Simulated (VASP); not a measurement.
Band structure of Bi2Se3 (space group R-3m). These are PBE GGA, VASP's PBE PAW potentials (set 64) (plane waves; VASP) values and carry that method's errors.

Unless said otherwise, spin-orbit coupling is left out, though it shifts the bands of the heavy elements here.

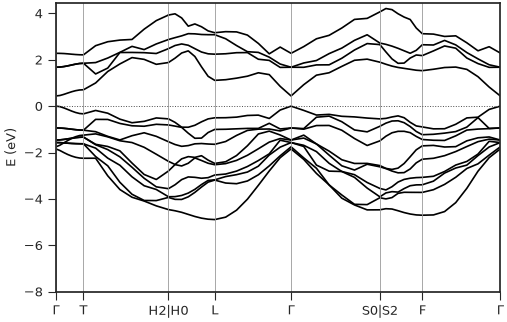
Figure. Bands along high-symmetry lines, zero at the valence-band maximum or, without a gap, the Fermi level

Q: Read the plot: is there a gap, and where are the band edges?

A: The gap is direct, 0.44 eV, from the valence maximum at Γ to the conduction minimum at Γ.

The structure comes from a computed database's Bi2Se3 entry; how it stands against other phases isn't given here. The cell was not relaxed at this level. The k-mesh is coarse (spacing up to 0.44 per Å, 2π included), so the numbers may not be converged in it.
